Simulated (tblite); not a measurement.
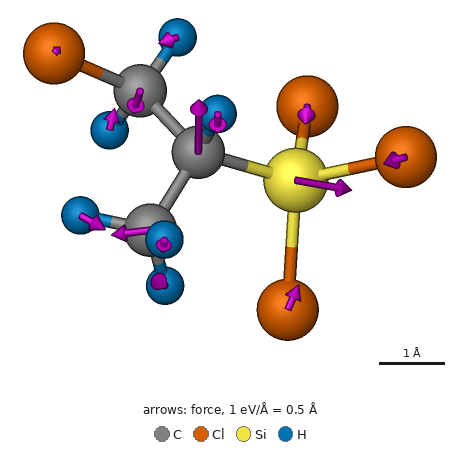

Starting geometry of C3H6Cl4Si with the computed forces as purple arrows. A ball-and-stick model, seen at a tilt.

All numbers below come from GFN2-xTB geometry optimisation, gas phase in tblite 0.8.0. 

Q: Is this structure relaxed? If not, where do the atoms go?

A: It isn't relaxed: the largest force vector, on a C atom, is 2.57 eV/Å. The final displacements have little in common with the starting forces (cosine between the two patterns 0.18). After 120 geometry steps the energy has fallen by 0.539 eV. A Cl atom moves most after the best rigid fit: 1.11 Å. By element the largest moves are Cl 1.11 Å, H 0.98 Å, C 0.41 Å, Si 0.08 Å. Some distances before and after: Cl–Si 2.091 → 2.017 Å, C–Si 1.861 → 1.923 Å, C–H 1.141 → 1.096 Å, C–H 1.120 → 1.087 Å. Bond angles that change, for instance: C–C–H 105.0° → 111.3°, H–C–H 114.8° → 108.5°, Cl–C–H 111.9° → 106.0°. Groups turn about C–Si by about 50°, C–C by about 40°.
